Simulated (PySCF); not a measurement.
SMILES C/C=[CH]\[GeH3] at its GFN2-xTB optimised geometry (Å):

```
12

C      1.4700    -1.4340     0.0000
C     -0.0182    -1.4340     0.0000
C     -0.7769    -0.3462     0.0000
Ge    -0.1432     1.4928    -0.0005
H      1.8463    -1.9495    -0.8837
H      1.8530    -0.4143     0.0072
H      1.8468    -1.9630     0.8754
H     -0.4770    -2.4181    -0.0004
H     -1.8530    -0.4705    -0.0013
H     -1.3159     2.4181     0.0139
H      0.6752     1.8216    -1.2099
H      0.7005     1.8168     1.1925
```

Method: PBE0/def2-TZVP in PySCF.

Map of the LUMO amplitude (bohr^(-3/2)) on the plane z = 1.0 Å; orbital energy -0.14 eV, overall sign arbitrary:

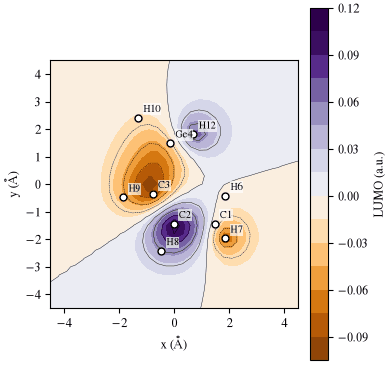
LUMO amplitude (bohr^(-3/2)) on the plane z = 1.0 Å.
